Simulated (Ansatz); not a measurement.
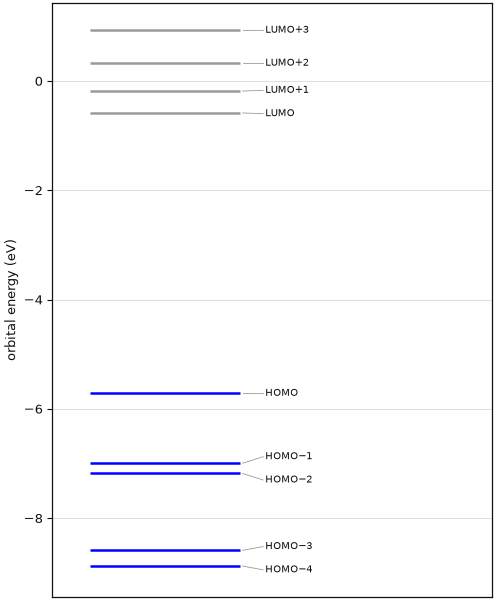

Kohn-Sham orbital energies near the frontier, BLYP/def2-TZVPP, the Ansatz code 0.2.0, at a PBE0-D4/def2-TZVP geometry (a minimum by its frequencies), isolated molecule; empty levels in grey, levels within 0.03 eV side by side.

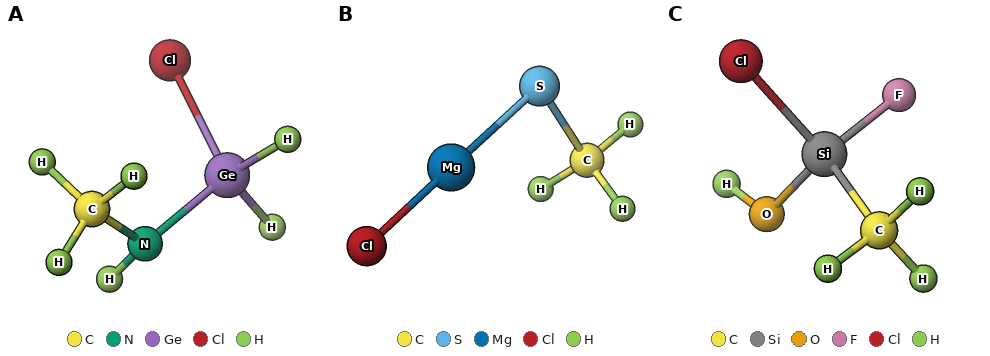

**Which molecule has this level scheme? The candidates are drawn in the second picture.**

Structure A, CH₆ClGeN, SMILES C[NH][GeH2][Cl], singlet. HOMO −5.72 eV, LUMO −0.59 eV, separation 5.13 eV.

Known limits of this run: no scalar relativity up to krypton; one conformer of a flexible molecule; empty levels above zero depend strongly on the basis.
